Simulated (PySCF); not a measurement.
**[Lu(H2O)]3+: from a template to the relaxed complex**

What shape and bonds does [Lu(H2O)]3+ have? It is relaxed from a template within its point group. The structure is generated, not taken from experiment.

Computed with PySCF 2.14.0. Level: PBE0, Lu def2-SVP with ECP28, O def2-SVP, H def2-SVP; scalar-relativistic core potentials, no spin–orbit coupling.

1 further run of the same task is left out (for a known fault of the program).

### Step 1. Starting geometry

4 atoms, charge 3, spin multiplicity 1.

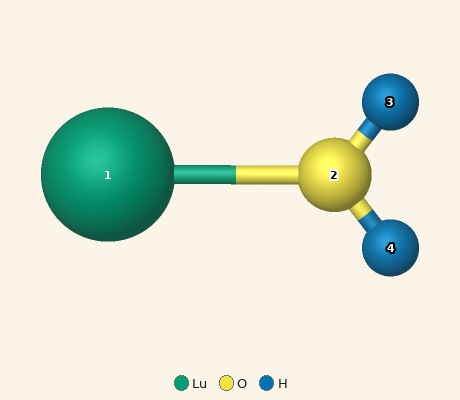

The starting geometry (lutetium teal, oxygen yellow, hydrogen blue); atoms are numbered from 1 in the order of the file.

Coordinates:

| atom | x (Å) | y (Å) | z (Å) |
| --- | --- | --- | --- |
| Lu1 | 0.00000 | 0.00000 | 0.00000 |
| O2 | 0.00000 | 0.00000 | 2.38500 |
| H3 | 0.77000 | 0.00000 | 2.97500 |
| H4 | -0.77000 | 0.00000 | 2.97500 |

Formal oxidation states: Lu +3.

### Step 2. SCF at the start, singlet

run.py (the lines that set the calculation)

```python
mol = gto.M(atom='''
Lu     0.00000     0.00000     0.00000
O      0.00000     0.00000     2.38500
H      0.77000     0.00000     2.97500
H     -0.77000     0.00000     2.97500''',
    basis={'Lu': 'def2-SVP', 'O': 'def2-SVP', 'H': 'def2-SVP'},
    ecp={'Lu': 'def2-SVP'},
    charge=3, spin=0)
mf = dft.RKS(mol, xc='PBE0')
mf.grids.atom_grid = (50, 194)  # f atoms: unpruned, at least (60, 302)
mf = mf.density_fit()  # fitting sets: Lu def2-universal-JKFIT, O def2-universal-JKFIT, H def2-universal-JKFIT
mf.conv_tol = 1e-08; mf.max_cycle = 55
mf.kernel(dm0)  # dm0: free metal ions and neutral atoms
```

The run is started by

```console
> OMP_NUM_THREADS=2 python run.py
```

Output:

```text
init E= -1301.09697567733
  HOMO = -1.20303902962785  LUMO = -1.02401676339464  gap/eV = 4.87144
cycle= 1 E= -1308.70676004366  delta_E= -7.61  |g|= 3.33  |ddm|= 3.18
  HOMO = -0.824863983922604  LUMO = -0.822447806141703  gap/eV = 0.06575
cycle= 2 E= -1296.45008766158  delta_E= 12.3  |g|= 5.07  |ddm|= 4.34
  HOMO = -0.664069204546577  LUMO = -0.651413943947671  gap/eV = 0.34437
cycle= 3 E= -1292.5373125568  delta_E= 3.91  |g|= 12.2  |ddm|= 7.03
  HOMO = -0.970852520521782  LUMO = -0.813430474391822  gap/eV = 4.28367
cycle= 4 E= -1310.63975629436  delta_E= -18.1  |g|= 1.25  |ddm|= 5.84
  HOMO = -1.04552303272569  LUMO = -0.791646916026149  gap/eV = 6.90832
cycle= 5 E= -1310.9562411408  delta_E= -0.316  |g|= 0.425  |ddm|= 0.913
  HOMO = -0.940702575323762  LUMO = -0.816550630033179  gap/eV = 3.37835
cycle= 6 E= -1310.96168669715  delta_E= -0.00545  |g|= 0.361  |ddm|= 0.573
  HOMO = -0.990621855785552  LUMO = -0.787061733871914  gap/eV = 5.53915
cycle= 7 E= -1310.98976776436  delta_E= -0.0281  |g|= 0.0278  |ddm|= 0.26
  HOMO = -0.997235798287925  LUMO = -0.784014727236111  gap/eV = 5.80204
cycle= 8 E= -1310.98989934757  delta_E= -0.000132  |g|= 0.0088  |ddm|= 0.0242
  HOMO = -0.996625282721201  LUMO = -0.784454796790353  gap/eV = 5.77345
cycle= 9 E= -1310.98990640471  delta_E= -7.06e-06  |g|= 0.00545  |ddm|= 0.00396
  HOMO = -0.996283408594646  LUMO = -0.784848206833182  gap/eV = 5.75344
cycle= 10 E= -1310.98990967175  delta_E= -3.27e-06  |g|= 0.00208  |ddm|= 0.00265
  HOMO = -0.99618367529003  LUMO = -0.784981492984073  gap/eV = 5.74710
cycle= 11 E= -1310.98991012684  delta_E= -4.55e-07  |g|= 0.000119  |ddm|= 0.00121
  HOMO = -0.996167097559255  LUMO = -0.784990300876409  gap/eV = 5.74641
cycle= 12 E= -1310.98991013199  delta_E= -5.16e-09  |g|= 4.51e-05  |ddm|= 0.000184
  HOMO = -0.996188897707363  LUMO = -0.78498537004554  gap/eV = 5.74714
Extra cycle  E= -1310.98991013149  delta_E= 5.07e-10  |g|= 7.14e-05  |ddm|= 7.83e-05
converged SCF energy = -1310.98991013149
```

Run time: 21 s. Hardware: 2 threads of Intel Xeon at 2.50GHz (Skylake/Cascade Lake), shared host; peak memory 0.45 GiB.

Result: E = -1310.989910 Eh, HOMO -27.11 eV, LUMO -21.36 eV, Mulliken charge on Lu1 +2.61 e. 

### Step 3. Relaxation, singlet

Steps are kept in the start's point group, C2v.

run.py (the lines that set the calculation)

```python
mol = gto.M(atom='''
Lu     0.00000     0.00000    -0.22879
O      0.00000     0.00000     2.15621
H      0.77000     0.00000     2.74621
H     -0.77000     0.00000     2.74621''',
    basis={'Lu': 'def2-SVP', 'O': 'def2-SVP', 'H': 'def2-SVP'},
    ecp={'Lu': 'def2-SVP'},
    charge=3, spin=0)
mf = dft.RKS(mol, xc='PBE0')
mf.grids.atom_grid = (50, 194)  # f atoms: unpruned, at least (60, 302)
mf = mf.density_fit()  # fitting sets: Lu def2-universal-JKFIT, O def2-universal-JKFIT, H def2-universal-JKFIT
mf.conv_tol = 1e-08; mf.max_cycle = 55
mf.kernel(dm0)  # dm0: an SCF of this state at this start
# quasi-Newton relaxation in Cartesian coordinates to a largest gradient under 0.00045 Eh/bohr, steps kept in the point group
```

The run is started by

```console
> OMP_NUM_THREADS=2 python run.py
```

The driver keeps no SCF log for this step, only its results.

Wall time 82 s (2 threads of Intel Xeon at 2.50GHz (Skylake/Cascade Lake), shared host).

Step by step:

| step | energy from step 1 (eV) | largest force component (eV/Å) |
| --- | --- | --- |
| 1 | 0.0000 | 3.6922 |
| 2 | -0.2669 | 2.0712 |
| 3 | -0.4412 | 2.7131 |
| 4 | -0.5073 | 0.6702 |
| 5 | -0.5221 | 0.2061 |
| 6 | -0.5243 | 0.1030 |
| 7 | -0.5244 | 0.0253 |
| 8 | -0.5244 | 0.0006 |

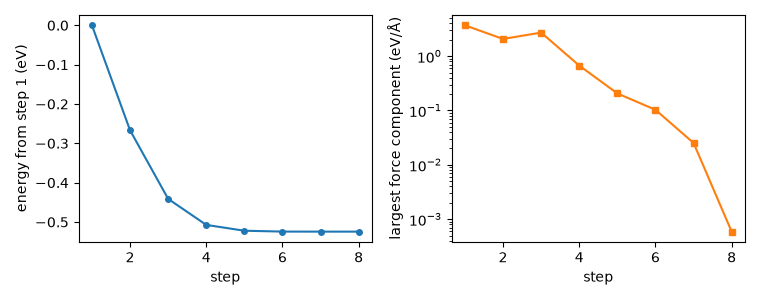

Energy and largest force along the relaxation.

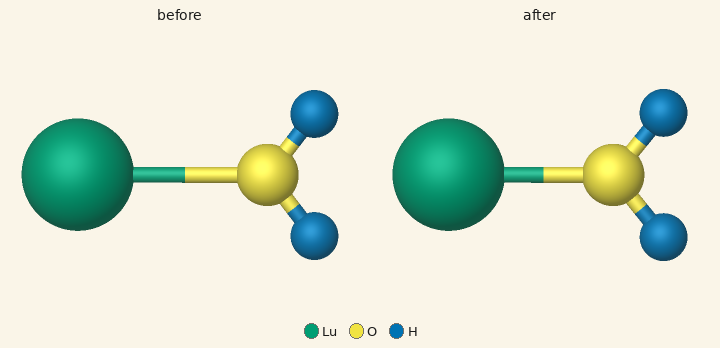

The geometry before (left) and after (right).

Close pairs (by a distance rule), those that changed most:

| bond | before (Å) | after (Å) | change (Å) |
| --- | --- | --- | --- |
| Lu1–O2 | 2.385 | 2.069 | -0.316 |
| O2–H3 | 0.970 | 1.007 | +0.037 |
| O2–H4 | 0.970 | 1.007 | +0.037 |

It ends in C2v at E = -1311.009182 Eh.

```xyz
4
H2LuO
Lu    0.0000    0.0000   -0.0132
O     0.0000    0.0000    2.0559
H     0.7838    0.0000    2.6886
H    -0.7838    0.0000    2.6886
```

### Step 4. The relaxed geometry turned into its symmetry frame

run.py (the lines that set the calculation)

```python
mol = gto.M(atom='''
Lu     0.00000     0.00000    -0.19974
O      0.00000     0.00000     1.86936
H      0.78376     0.00000     2.50199
H     -0.78376     0.00000     2.50199''',
    basis={'Lu': 'def2-SVP', 'O': 'def2-SVP', 'H': 'def2-SVP'},
    ecp={'Lu': 'def2-SVP'},
    charge=3, spin=0)
mf = dft.RKS(mol, xc='PBE0')
mf.grids.atom_grid = (50, 194)  # f atoms: unpruned, at least (60, 302)
mf = mf.density_fit()  # fitting sets: Lu def2-universal-JKFIT, O def2-universal-JKFIT, H def2-universal-JKFIT
mf.conv_tol = 1e-08; mf.max_cycle = 55
mf.kernel(dm0)  # dm0: free metal ions and neutral atoms
```

The run is started by

```console
> OMP_NUM_THREADS=2 python run.py
```

Output:

```text
init E= -1301.08496481157
  HOMO = -1.26181178161105  LUMO = -1.05563614615693  gap/eV = 5.61032
cycle= 1 E= -1308.61037094937  delta_E= -7.53  |g|= 3.42  |ddm|= 3.23
cycle= 2 E= -1297.10684011177  delta_E= 11.5  |g|= 4.85  |ddm|=  6.2
  HOMO = -0.774678519812179  LUMO = -0.752163267330216  gap/eV = 0.61267
cycle= 3 E= -1292.76542231816  delta_E= 4.34  |g|= 12.2  |ddm|= 7.92
  HOMO = -1.04129437432013  LUMO = -0.9010650976962  gap/eV = 3.81583
cycle= 4 E= -1310.50714090466  delta_E= -17.7  |g|= 1.55  |ddm|= 5.22
  HOMO = -1.22721696312618  LUMO = -0.760959621290797  gap/eV = 12.68751
cycle= 5 E= -1310.88419921112  delta_E= -0.377  |g|= 0.822  |ddm|= 0.828
  HOMO = -1.02714972073472  LUMO = -0.789507742406768  gap/eV = 6.46657
cycle= 6 E= -1311.00166831956  delta_E= -0.117  |g|= 0.218  |ddm|= 0.627
  HOMO = -1.07285249554883  LUMO = -0.767174144104223  gap/eV = 8.31793
cycle= 7 E= -1311.00787017674  delta_E= -0.0062  |g|= 0.111  |ddm|= 0.167
  HOMO = -1.07303796532793  LUMO = -0.769292177130391  gap/eV = 8.26534
cycle= 8 E= -1311.0086042666  delta_E= -0.000734  |g|= 0.0675  |ddm|= 0.0216
  HOMO = -1.06707817729573  LUMO = -0.773815126492243  gap/eV = 7.98009
cycle= 9 E= -1311.00917782497  delta_E= -0.000574  |g|= 0.00447  |ddm|= 0.0388
  HOMO = -1.0662607739751  LUMO = -0.774058370670161  gap/eV = 7.95123
cycle= 10 E= -1311.00918225986  delta_E= -4.43e-06  |g|= 0.00102  |ddm|= 0.00402
  HOMO = -1.06645416631824  LUMO = -0.773951887061532  gap/eV = 7.95939
cycle= 11 E= -1311.00918246092  delta_E= -2.01e-07  |g|= 7.82e-05  |ddm|= 0.000744
  HOMO = -1.06644275211372  LUMO = -0.773955318233593  gap/eV = 7.95899
cycle= 12 E= -1311.00918246234  delta_E= -1.42e-09  |g|= 4.24e-05  |ddm|= 9.32e-05
  HOMO = -1.06645747294535  LUMO = -0.77395053667504  gap/eV = 7.95952
Extra cycle  E= -1311.00918246195  delta_E= 3.88e-10  |g|= 8.08e-05  |ddm|= 5.95e-05
converged SCF energy = -1311.00918246195
```

It took 4.2 s on 2 threads of Intel Xeon at 2.50GHz (Skylake/Cascade Lake), shared host.

It gives: E = -1311.009182 Eh, HOMO -29.02 eV, LUMO -21.06 eV, Mulliken charge on Lu1 +2.57 e. 

### Step 5. Harmonic vibrations

Edit run.py (the lines that set the calculation) of step 4 so:

```diff
@@ -11,3 +11,4 @@
 mf = mf.density_fit()  # fitting sets: Lu def2-universal-JKFIT, O def2-universal-JKFIT, H def2-universal-JKFIT
-mf.conv_tol = 1e-08; mf.max_cycle = 55
-mf.kernel(dm0)  # dm0: free metal ions and neutral atoms
+mf.conv_tol = 1e-10; mf.max_cycle = 55
+mf.kernel(dm0)  # dm0: the density of the relaxed state
+# Hessian and dipole derivatives by central differences of gradients, 0.02 bohr
```

The run is started by

```console
> OMP_NUM_THREADS=2 python run.py
```

The driver keeps no SCF log for this step, only its results.

Run time: 2 min. Hardware: 2 threads of Intel Xeon at 2.50GHz (Skylake/Cascade Lake), shared host.

Point group C2v; negative numbers are unstable modes, and those under 60 cm⁻¹ are near the numerical noise:

| cm⁻¹ | km/mol | symmetry |
| --- | --- | --- |
| 523 | 19.0 | a1 |
| 717 | 92.2 | b2 |
| 762 | 433.7 | b1 |
| 1652 | 196.6 | a1 |
| 3332 | 839.3 | a1 |
| 3334 | 638.4 | b2 |

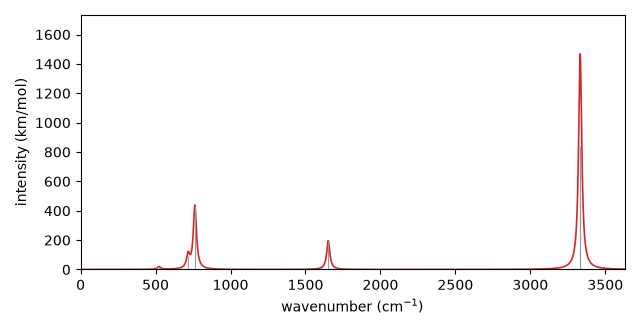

The infrared spectrum from the harmonic lines. Lines are broadened to a width of 25 cm⁻¹ (Lorentzian).

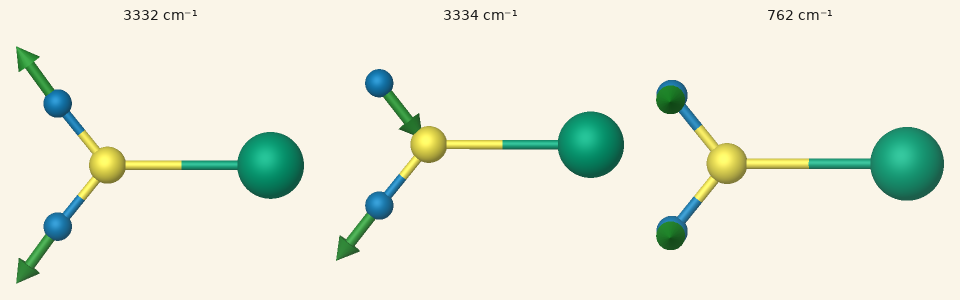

How the atoms move in 3 of the modes.

### Step 6. Properties on a finer grid

run.py (the lines that set the calculation)

```python
mol = gto.M(atom='''
Lu     0.00000     0.00000    -0.01318
O      0.00000     0.00000     2.05592
H      0.78376     0.00000     2.68856
H     -0.78376     0.00000     2.68856''',
    basis={'Lu': 'def2-SVP', 'O': 'def2-SVP', 'H': 'def2-SVP'},
    ecp={'Lu': 'def2-SVP'},
    charge=3, spin=0)
mf = dft.RKS(mol, xc='PBE0')
mf.grids.atom_grid = (75, 302)  # f atoms: unpruned, at least (60, 302)
mf = mf.density_fit()  # fitting sets: Lu def2-universal-JKFIT, O def2-universal-JKFIT, H def2-universal-JKFIT
mf.conv_tol = 1e-09; mf.max_cycle = 55
mf.kernel(dm0)  # dm0: the density of the relaxed state
```

The run is started by

```console
> OMP_NUM_THREADS=2 python run.py
```

Output:

```text
init E= -1311.00918265139
  HOMO = -1.06645969364475  LUMO = -0.773952712740976  gap/eV = 7.95952
cycle= 1 E= -1311.00918265236  delta_E= -9.65e-10  |g|= 0.000102  |ddm|= 0.000109
  HOMO = -1.06643384084596  LUMO = -0.773951785858552  gap/eV = 7.95884
cycle= 2 E= -1311.00918265082  delta_E= 1.54e-09  |g|= 0.000189  |ddm|= 9.25e-05
  HOMO = -1.06644780768418  LUMO = -0.77395260555377  gap/eV = 7.95920
cycle= 3 E= -1311.00918265317  delta_E= -2.35e-09  |g|= 1.32e-05  |ddm|= 5.4e-05
  HOMO = -1.06644957552999  LUMO = -0.773952453483543  gap/eV = 7.95925
cycle= 4 E= -1311.00918265319  delta_E= -1.82e-11  |g|= 3.82e-07  |ddm|= 6.11e-06
  HOMO = -1.06644952142257  LUMO = -0.773952470849689  gap/eV = 7.95925
Extra cycle  E= -1311.00918265319  delta_E= -2.27e-12  |g|= 6.65e-07  |ddm|= 3.65e-07
converged SCF energy = -1311.00918265319
```

Run time: 29 s. Hardware: 2 threads of Intel Xeon at 2.50GHz (Skylake/Cascade Lake), shared host.

Result: E = -1311.009183 Eh, HOMO -29.02 eV, LUMO -21.06 eV, Mulliken charge on Lu1 +2.57 e, largest force component 0.001 eV/Å. 

Löwdin charges:

| atom | value (e) |
| --- | --- |
| Lu1 | 2.36 |
| O2 | 0.12 |
| H3 | 0.26 |
| H4 | 0.26 |

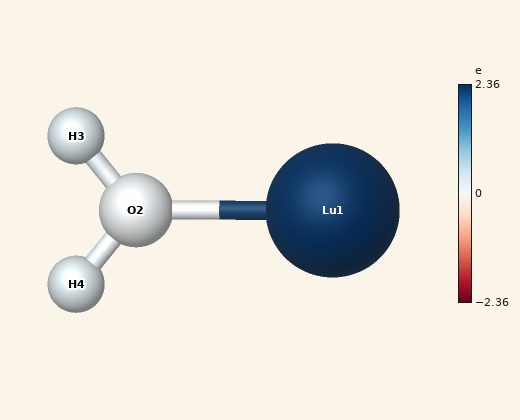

Löwdin charges, as colours on the atoms.

Mulliken charges: Lu1 +2.57, O2 -0.35, H3 +0.39, H4 +0.39 e.

Contacts (the nearest donor of each ligand) and Mayer bond orders:

| contact | distance (Å) | bond order |
| --- | --- | --- |
| Lu1–O2 (H2O) | 2.069 | 0.73 |

Mulliken populations of Lu1 outside the core potential: s 4.06, p 12.05, d 10.30, f 14.02.

Orbitals, density, ELF and potential are computed afterwards from the orbital file.

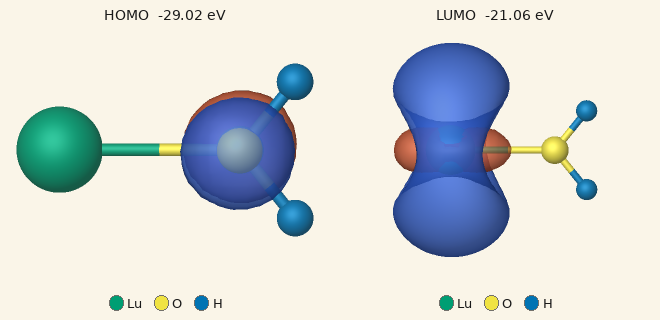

PBE0 orbitals near the gap, drawn at the value that encloses 70 % of each; the two colours are the two signs.

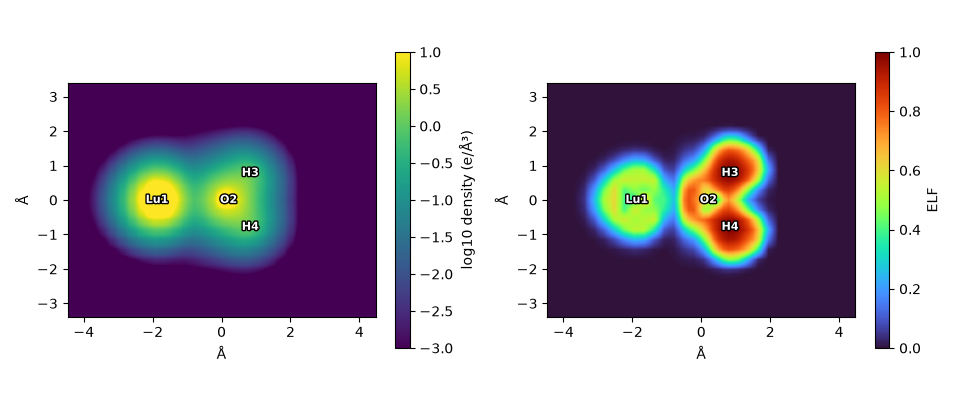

Density (left) and ELF (right) in a plane through or near 4 of the atoms.

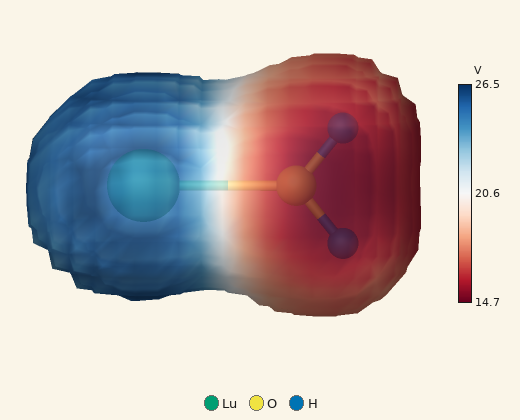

The potential that a unit positive charge feels on the 0.002 e/bohr³ surface, from 14.74 V near O2 to 26.51 V near Lu1.

### Step 7. Summary of results

```
                                              quantity                            value
                                 state and point group                     singlet, C2v
                                                 modes  523 to 3334 cm⁻¹, none unstable
strongest infrared band (modes within 1.5 cm⁻¹ summed)           3332 cm⁻¹ (839 km/mol)
                                     zero-point energy                         0.640 eV
                               ideal gas, 298 K, 1 bar   S = 258.9, Cp = 44.8 J/(mol K)
                                 metal–ligand contacts                           2.07 Å
                                       frontier levels   HOMO -29.02 eV, LUMO -21.06 eV
                       dipole about the centre of mass                           3.71 D
                                   mean polarisability                           1.9 Å³
```

**Reading.** All modes are real, so the structure is a minimum. The metal carries +2.36 e by Löwdin's partition against a formal +3, and bond orders to the nearest donors reach 0.73. Both measures hang on the basis. One start shape was tried, so another isomer may lie lower. These are double-zeta-type bases without diffuse functions. Spin–orbit coupling is left out.
